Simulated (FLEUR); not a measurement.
**MnGe: parallel and opposed starts**

A self-consistent run ends on one state, which hangs on the start. Several orders of MnGe are started in FLEUR and their energies compared.

Calculated with FLEUR MaX-R8.1; PBEsol; all-electron FLAPW, Dirac cores, scalar-relativistic bands.

The experiments to compare with:

“Magnetic, thermodynamic, and electrical transport properties of the noncentrosymmetric B20 germanides MnGe and CoGe” (2014, arxiv:1407.2968) quotes from earlier work for MnGe, cubic B20 (FeSi type) (earlier experiment): moment (saturation moment per Mn at low temperature and fields above 80 kOe) about 2 μB [literature value quoted as a limit approached at low temperature and fields above 80 kOe].

Report form: the programs' logs are mostly left out.

## (1) The starting structure

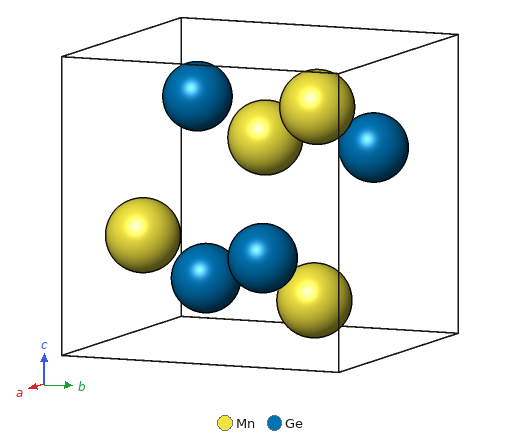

The starting structure, seen slightly off an axis (manganese yellow, germanium blue).

Structure file:

```
Mn Ge
1.0
     4.72500    0.00000    0.00000
     0.00000    4.72500    0.00000
     0.00000    0.00000    4.72500
Mn Ge
4 4
Direct
  0.63711 0.13711 0.36289
  0.13711 0.36289 0.63711
  0.36289 0.63711 0.13711
  0.86289 0.86289 0.86289
  0.34236 0.84236 0.65764
  0.84236 0.65764 0.34236
  0.65764 0.34236 0.84236
  0.15764 0.15764 0.15764
```

The cell comes from a database of computed structures and need not be the stable phase.

## (2) Run 1 (ferro ++++)

The parallel start comes first: it shows whether parallel moments hold.

inpgen writes inp.xml from crystal.txt; cutoffs, mixing, functional, smearing and local orbitals are then set in the file. The k list default-1 (kpts.xml, not shown) is a Γ-centred 6×6×6 mesh; where the ranks do not divide the number of points, some are split in two of half the weight.

inp.xml

```
<?xml version="1.0" encoding="UTF-8" standalone="no"?>
<fleurInput fleurInputVersion="0.39">
   <comment>
      MnGe
   </comment>
   <calculationSetup>
      <cutoffs Kmax="3.69" Gmax="11.1" GmaxXC="11.1" numbands="0"/>
      <scfLoop itmax="90" minDistance="0.00002" maxIterBroyd="15" imix="Anderson" alpha="0.05" precondParam="0.0" spinf="2.0" sdNocoIR="T"/>
      <coreElectrons ctail="T" frcor="F" kcrel="0" coretail_lmax="0"/>
      <xcFunctional name="PBEs" relativisticCorrections="F"/>
      <magnetism jspins="2"/>
      <soc l_soc="F" theta="0.0" phi="0.0" spav="F"/>
      <expertModes spex="0" secvar="F"/>
      <geometryOptimization l_f="F" forcealpha="1.0" forcemix="BFGS" epsdisp="0.00001" epsforce="0.00001"/>
      <ldaU l_linMix="F" mixParam="0.05" spinf="1.0"/>
   </calculationSetup>
   <cell>
      <bzIntegration valenceElectrons="116.0" mode="hist" fermiSmearingEnergy="0.00183747">
         <kPointListSelection listName="default-1"/>
         <xi:include xmlns:xi="http://www.w3.org/2001/XInclude" href="kpts.xml"> </xi:include>
      </bzIntegration>
      <xi:include xmlns:xi="http://www.w3.org/2001/XInclude" href="sym.xml"> </xi:include>
      <bulkLattice scale="1.0">
         <bravaisMatrix>
            <row-1>    8.9289617212969397     0.0000000000000000     0.0000000000000000</row-1>
            <row-2>    0.0000000000000000     8.9289617212969397     0.0000000000000000</row-2>
            <row-3>    0.0000000000000000     0.0000000000000000     8.9289617212969397</row-3>
         </bravaisMatrix>
      </bulkLattice>
   </cell>
   <atomSpecies>
      <species name="Manganese 3.501" element="Mn" atomicNumber="25">
         <mtSphere radius="2.22" gridPoints="735" logIncrement="0.016"/>
         <atomicCutoffs lmax="8" lnonsphr="6"/>
         <electronConfig flipSpins="F">
            <coreConfig>(1s1/2) (2s1/2) (2p1/2) (2p3/2)</coreConfig>
            <valenceConfig>(3s1/2) (3p1/2) (3p3/2) (4s1/2) (3d3/2) (3d5/2)</valenceConfig>
            <stateOccupation state="(3d3/2)" spinUp="1.2505" spinDown="0.7495"/>
            <stateOccupation state="(3d5/2)" spinUp="3.0" spinDown="0.0"/>
         </electronConfig>
         <energyParameters s="4" p="4" d="3" f="4"/>
         <lo type="SCLO" l="0" n="3" eDeriv="0"/>
         <lo type="SCLO" l="1" n="3" eDeriv="0"/>
      </species>
      <species name="Germanium (Ge)" element="Ge" atomicNumber="32">
         <mtSphere radius="2.22" gridPoints="735" logIncrement="0.017"/>
         <atomicCutoffs lmax="8" lnonsphr="6"/>
         <electronConfig flipSpins="F">
            <coreConfig>(1s1/2) (2s1/2) (2p1/2) (2p3/2) (3s1/2) (3p1/2) (3p3/2)</coreConfig>
            <valenceConfig>(4s1/2) (3d3/2) (3d5/2) (4p1/2) (4p3/2)</valenceConfig>
            <stateOccupation state="(4p1/2)" spinUp="0.333333" spinDown="0.333333"/>
            <stateOccupation state="(4p3/2)" spinUp="0.666667" spinDown="0.666667"/>
         </electronConfig>
         <energyParameters s="4" p="4" d="3" f="4"/>
      </species>
   </atomSpecies>
   <atomGroups>
      <atomGroup species="Manganese 3.501">
         <relPos label="                   1">-.3628881800 .1371118200 .3628881800</relPos>
         <relPos label="                   2">.1371118200 .3628881800 -.3628881800</relPos>
         <relPos label="                   3">.3628881800 -.3628881800 .1371118200</relPos>
         <relPos label="                   4">-.1371118200 -.1371118200 -.1371118200</relPos>
         <force calculate="T" relaxXYZ="TTT"/>
      </atomGroup>
      <atomGroup species="Germanium (Ge)">
         <relPos label="                   5">.3423633700 -.1576366300 -.3423633700</relPos>
         <relPos label="                   6">-.1576366300 -.3423633700 .3423633700</relPos>
         <relPos label="                   7">-.3423633700 .3423633700 -.1576366300</relPos>
         <relPos label="                   8">.1576366300 .1576366300 .1576366300</relPos>
         <force calculate="T" relaxXYZ="TTT"/>
      </atomGroup>
   </atomGroups>
   <output dos="F" band="F" slice="F">
      <bandDOS minEnergy="-.5*Htr" maxEnergy="0.5*Htr" sigma="0.015" storeEVData="T"/>
      <plotting iplot="0" polar="F">
         <plot TwoD="T" vec1="  1.0  0.0  0.0" vec2="  0.0  1.0  0.0" vec3="  0.0  0.0  1.0" zero="  0.0  0.0  0.0" file="plot"/>
      </plotting>
      <moessbauerParams electricFieldGradient="F" isomerShift="F" coreHyperfine="F" valenceHyperfine="F"/>
   </output>
</fleurInput>
```

crystal.txt

```
MnGe
&input film=F cartesian=F /
4.72500306000  0.00000000000  0.00000000000
0.00000000000  4.72500306000  0.00000000000
0.00000000000  0.00000000000  4.72500306000
1.8897261246
1.0 1.0 1.0

8
25 0.63711182000  0.13711182000  0.36288818000 : 3.501
25 0.13711182000  0.36288818000  0.63711182000 : 3.501
25 0.36288818000  0.63711182000  0.13711182000 : 3.501
25 0.86288818000  0.86288818000  0.86288818000 : 3.501
32 0.34236337000  0.84236337000  0.65763663000
32 0.84236337000  0.65763663000  0.34236337000
32 0.65763663000  0.34236337000  0.84236337000
32 0.15763663000  0.15763663000  0.15763663000

&kpt div1=6 div2=6 div3=6 gamma=T /
```

On the command line:

```bash
OMP_NUM_THREADS=1 inpgen -f crystal.txt > inpgen.log  # inp.xml is then edited as shown
OMP_NUM_THREADS=1 mpirun -n 4 fleur_MPI > fleur.log
```

Wall time 77 s (4 MPI ranks of AMD EPYC 9R45, shared host); peak memory 0.38 GiB; 5.1 min of CPU time.

Spin moment in the muffin-tin sphere by atom:

```csv
atom,spin moment in the muffin-tin sphere (μB)
Mn1,2.08
Mn2,2.08
Mn3,2.08
Mn4,2.08
Ge5,-0.11
Ge6,-0.11
Ge7,-0.11
Ge8,-0.11
```

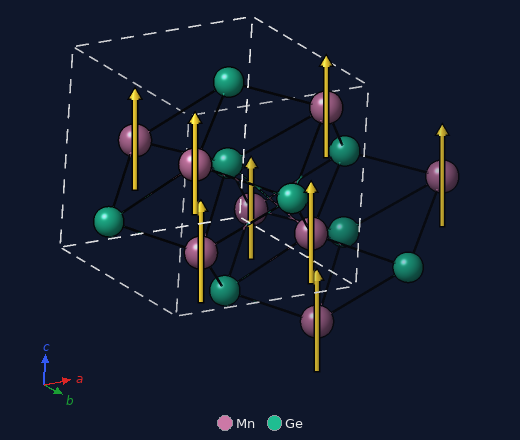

Spin moment in the muffin-tin sphere as arrows, the longest 2.08 μB. Up and down stand for the sign. Arrows give size and sign along the axis of quantisation, drawn up and down the page. 1×2×1 cells are drawn.

Numbers from this step:

```yaml
free_energy: -354305.1532 eV
program_s_band_gap_on_this_mesh_in_a_metal_only_a_level_spacing: 0.04891 eV
magnetization: 7.795 μB
final_state: ferromagnetic, with opposed induced moments
```

After 26 cycles the largest moment stands at 2.08 μB.

## (3) Run 2 (antiferro ++--)

An opposed order shows whether neighbours prefer unlike signs.

inp.xml, as its differences from that of step 2:

```diff
@@ -44,2 +44,15 @@
       </species>
+      <species name="Manganese -3.501" element="Mn" atomicNumber="25">
+         <mtSphere radius="2.22" gridPoints="735" logIncrement="0.016"/>
+         <atomicCutoffs lmax="8" lnonsphr="6"/>
+         <electronConfig flipSpins="F">
+            <coreConfig>(1s1/2) (2s1/2) (2p1/2) (2p3/2)</coreConfig>
+            <valenceConfig>(3s1/2) (3p1/2) (3p3/2) (4s1/2) (3d3/2) (3d5/2)</valenceConfig>
+            <stateOccupation state="(3d3/2)" spinUp="0.7495" spinDown="1.2505"/>
+            <stateOccupation state="(3d5/2)" spinUp="0.0" spinDown="3.0"/>
+         </electronConfig>
+         <energyParameters s="4" p="4" d="3" f="4"/>
+         <lo type="SCLO" l="0" n="3" eDeriv="0"/>
+         <lo type="SCLO" l="1" n="3" eDeriv="0"/>
+      </species>
       <species name="Germanium (Ge)" element="Ge" atomicNumber="32">
@@ -60,2 +73,5 @@
          <relPos label="                   2">.1371118200 .3628881800 -.3628881800</relPos>
+         <force calculate="T" relaxXYZ="TTT"/>
+      </atomGroup>
+      <atomGroup species="Manganese -3.501">
          <relPos label="                   3">.3628881800 -.3628881800 .1371118200</relPos>
@@ -67,2 +83,5 @@
          <relPos label="                   6">-.1576366300 -.3423633700 .3423633700</relPos>
+         <force calculate="T" relaxXYZ="TTT"/>
+      </atomGroup>
+      <atomGroup species="Germanium (Ge)">
          <relPos label="                   7">-.3423633700 .3423633700 -.1576366300</relPos>
```

crystal.txt, as its differences from that of step 2:

```diff
@@ -11,4 +11,4 @@
 25 0.13711182000  0.36288818000  0.63711182000 : 3.501
-25 0.36288818000  0.63711182000  0.13711182000 : 3.501
-25 0.86288818000  0.86288818000  0.86288818000 : 3.501
+25 0.36288818000  0.63711182000  0.13711182000 : -3.501
+25 0.86288818000  0.86288818000  0.86288818000 : -3.501
 32 0.34236337000  0.84236337000  0.65763663000
```

The job ended after 6.7 min (4 MPI ranks; peak memory 0.8 GiB; 27 min of CPU time).

Spin moment in the muffin-tin sphere by atom:

```csv
atom,spin moment in the muffin-tin sphere (μB)
Mn1,1.75
Mn2,1.75
Mn3,-1.75
Mn4,-1.75
Ge5,0.00
Ge6,0.00
Ge7,0.00
Ge8,0.00
```

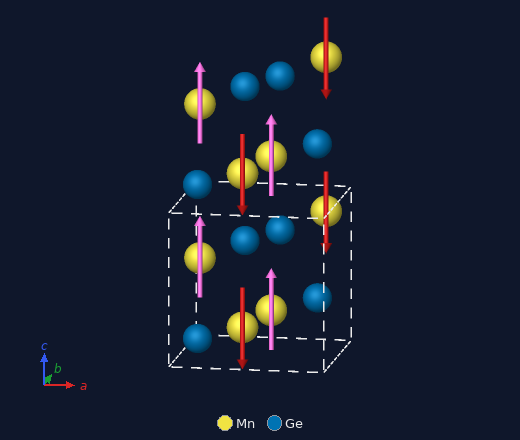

Spin moment in the muffin-tin sphere as arrows, the longest 1.75 μB. Up and down stand for the sign. Arrows give size and sign along the axis of quantisation, drawn up and down the page. The two directions have two colours. 1×1×2 cells are drawn.

Read from the output:

- free energy: -354304.7561 eV
- program's band gap on this mesh (in a metal only a level spacing): 0.009897 eV
- magnetization: 0 μB
- final state: antiferromagnetic

It lies 99.3 meV a seeded atom over the first start, and its largest moment is 1.75 μB against 2.08 μB.

## (4) Order 3, typed as no spin polarisation

A spinless run gives the zero against which the gain from the moments is read.

inp.xml, as its differences from that of step 3:

```diff
@@ -10,3 +10,3 @@
       <xcFunctional name="PBEs" relativisticCorrections="F"/>
-      <magnetism jspins="2"/>
+      <magnetism jspins="1"/>
       <soc l_soc="F" theta="0.0" phi="0.0" spav="F"/>
@@ -31,3 +31,3 @@
    <atomSpecies>
-      <species name="Manganese 3.501" element="Mn" atomicNumber="25">
+      <species name="Manganese (Mn)" element="Mn" atomicNumber="25">
          <mtSphere radius="2.22" gridPoints="735" logIncrement="0.016"/>
@@ -37,17 +37,4 @@
             <valenceConfig>(3s1/2) (3p1/2) (3p3/2) (4s1/2) (3d3/2) (3d5/2)</valenceConfig>
-            <stateOccupation state="(3d3/2)" spinUp="1.2505" spinDown="0.7495"/>
-            <stateOccupation state="(3d5/2)" spinUp="3.0" spinDown="0.0"/>
-         </electronConfig>
-         <energyParameters s="4" p="4" d="3" f="4"/>
-         <lo type="SCLO" l="0" n="3" eDeriv="0"/>
-         <lo type="SCLO" l="1" n="3" eDeriv="0"/>
-      </species>
-      <species name="Manganese -3.501" element="Mn" atomicNumber="25">
-         <mtSphere radius="2.22" gridPoints="735" logIncrement="0.016"/>
-         <atomicCutoffs lmax="8" lnonsphr="6"/>
-         <electronConfig flipSpins="F">
-            <coreConfig>(1s1/2) (2s1/2) (2p1/2) (2p3/2)</coreConfig>
-            <valenceConfig>(3s1/2) (3p1/2) (3p3/2) (4s1/2) (3d3/2) (3d5/2)</valenceConfig>
-            <stateOccupation state="(3d3/2)" spinUp="0.7495" spinDown="1.2505"/>
-            <stateOccupation state="(3d5/2)" spinUp="0.0" spinDown="3.0"/>
+            <stateOccupation state="(3d3/2)" spinUp="1.000000" spinDown="1.000000"/>
+            <stateOccupation state="(3d5/2)" spinUp="1.500000" spinDown="1.500000"/>
          </electronConfig>
@@ -70,8 +57,5 @@
    <atomGroups>
-      <atomGroup species="Manganese 3.501">
+      <atomGroup species="Manganese (Mn)">
          <relPos label="                   1">-.3628881800 .1371118200 .3628881800</relPos>
          <relPos label="                   2">.1371118200 .3628881800 -.3628881800</relPos>
-         <force calculate="T" relaxXYZ="TTT"/>
-      </atomGroup>
-      <atomGroup species="Manganese -3.501">
          <relPos label="                   3">.3628881800 -.3628881800 .1371118200</relPos>
@@ -83,5 +67,2 @@
          <relPos label="                   6">-.1576366300 -.3423633700 .3423633700</relPos>
-         <force calculate="T" relaxXYZ="TTT"/>
-      </atomGroup>
-      <atomGroup species="Germanium (Ge)">
          <relPos label="                   7">-.3423633700 .3423633700 -.1576366300</relPos>
```

crystal.txt

```
MnGe
&input film=F cartesian=F /
4.72500306000  0.00000000000  0.00000000000
0.00000000000  4.72500306000  0.00000000000
0.00000000000  0.00000000000  4.72500306000
1.8897261246
1.0 1.0 1.0

8
25 0.63711182000  0.13711182000  0.36288818000
25 0.13711182000  0.36288818000  0.63711182000
25 0.36288818000  0.63711182000  0.13711182000
25 0.86288818000  0.86288818000  0.86288818000
32 0.34236337000  0.84236337000  0.65763663000
32 0.84236337000  0.65763663000  0.34236337000
32 0.65763663000  0.34236337000  0.84236337000
32 0.15763663000  0.15763663000  0.15763663000

&kpt div1=6 div2=6 div3=6 gamma=T /
```

Elapsed: 32 s, on 4 MPI ranks; peak memory 0.33 GiB.

Read from the output:

```
free energy                                                       : -354304.4716 eV
program's band gap on this mesh (in a metal only a level spacing) : 0 eV
final state                                                       : non-magnetic (no spin polarisation)
```

It lies 170 meV a seeded atom over the first start.

## (5) Ranking

Free energies are divided by the number of seeded atoms.

Orders:

```csv
start,final state,typed order kept,energy over the lowest (meV a seeded atom),largest sphere moment (μB),net moment (μB a primitive cell),mesh matched,CPU time (s)
ferro ++++,"ferromagnetic, with opposed induced moments",yes,0,2.076,7.795,yes,306.4
antiferro ++--,antiferromagnetic,yes,99.29,1.753,6.02e-5,yes,1616
no spin polarisation,non-magnetic,-,170.4,0,0,yes,126.4
```

## (6) Outcome

```yaml
lowest_state_found: ferromagnetic (typed ferro ++++)
largest_site_spin_moment: 2.08 μB
next_finished_state: antiferromagnetic, 99.3 meV a seeded atom higher
energy_gained_by_spin_polarisation: 170 meV a seeded atom
```

In words: The lowest state found is ferromagnetic, reached from the start ferro ++++, with moments up to 2.08 μB. The next finished state costs 99 meV a seeded atom. This is the lowest of 3 finished starts, no proof of the ground state. With 4 seeded atoms in the first cell, sign patterns within that cell may remain untried. A measured saturation moment is set beside the net spin moment of the cell, divided by the number of magnetic atoms; the orbital part is not in it.

Calculation against experiment:

```
        quantity  measured         PBEsol
moment (Mn) (μB)         2  1.95 (-2.6 %)
```

Measured values from arxiv:1407.2968 (2014).

**Verdict.** The moment is off by -2.6 %. No cell relaxation is part of this session.

[Logs and program files are shortened in this print: banners, set-up blocks, solver, clock and traceback lines can be left out without a mark of their own.]

[Logs are printed without paths, hosts, clocks, repeated set-up lines and the standing remarks that a program may print on its own settings, such as how far it seeks lower states.]

[Hosts, paths, dates, database ids (printed as entryN), source tags and the programs' standing remarks are cut or masked in the printed files.]

[Where a cell is said to come from a database of computed structures, the database is the Materials Project.]
